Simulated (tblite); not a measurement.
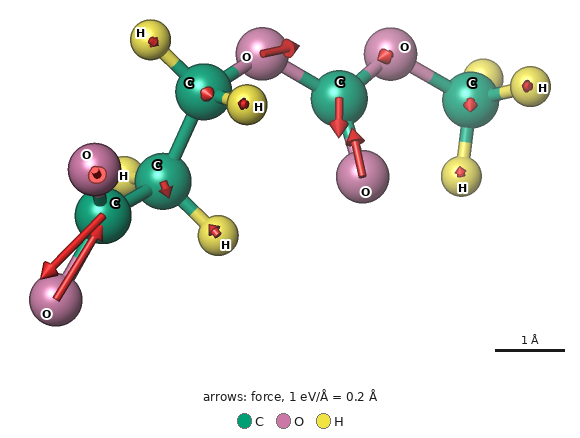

Starting geometry of C₅H₇O₅ (charge −1) with the computed forces as red arrows. Style: ball-and-stick. Shown at a tilt.

Method: GFN2-xTB geometry optimisation, gas phase in tblite. 

Is this structure relaxed? If not, where do the atoms go?

It isn't relaxed: the largest force vector, on a C atom, is 7.09 eV/Å. The final displacements have little in common with the starting forces (cosine between the two patterns 0.18). After 103 geometry steps the energy has fallen by 152.7 kJ/mol. An O atom moves most after the best rigid fit: 0.83 Å. By element the largest moves are O 0.83 Å, H 0.70 Å, C 0.45 Å. Some distances before and after: C–O 1.419 → 1.230 Å, C–C 1.503 → 1.619 Å, C–O 1.380 → 1.304 Å, C–O 1.260 → 1.202 Å. Among the angles between lasting bonds that change: O–C–O 120.0° → 130.6°, O–C–O 116.7° → 108.3°, O–C–O 122.8° → 129.0°. Groups turn about C–O by about 45°, C–C by about 35°, C–O by about 30°.
